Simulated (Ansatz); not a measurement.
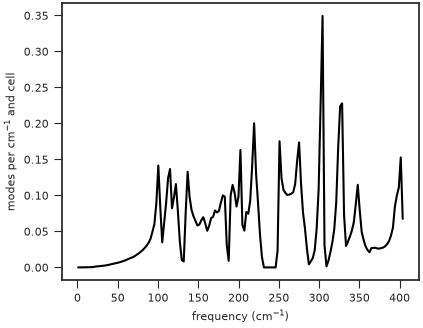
Figure. Phonon density of states of SiRh in space group P2_13 (No. 198; Si on 4a, Rh on 4a), 8 atoms a cell, plane-wave PAW PBEsol (Ansatz code)

**Question.** Estimate the mean frequency and the zero-point energy.

**Answer.** The mean is about 240 cm⁻¹, and (3/2)ħ⟨ω⟩ gives 44.0 meV/atom.

**Question.** What share of the Dulong–Petit heat capacity is reached at 100 K and at 300 K?

**Answer.** 45 % and 89 %.

The first step of the workflow began from a Materials Project structure, measured or hypothetical; the Crystallography Open Database copy checked does not list it. COD files the formula under space group No. 14. Whether it is the stable phase at ambient conditions was not checked. The cell was relaxed with PBEsol under the symmetry of its start; whether a distortion lowers the energy is not shown. The run is not spin-polarised. As this level gives no gap, phonon frequencies hold no LO–TO term and depend on the k-mesh and smearing (Fermi–Dirac, 0.1 eV here). Scalar-relativistic: spin–orbit coupling is off unless named, which matters more the heavier the elements.

Potentials: the earlier of the program's two PAW sets. The files were generated under PBE; for other functionals the program regenerates the frozen cores, and for LDA and PBEsol the local potential too.
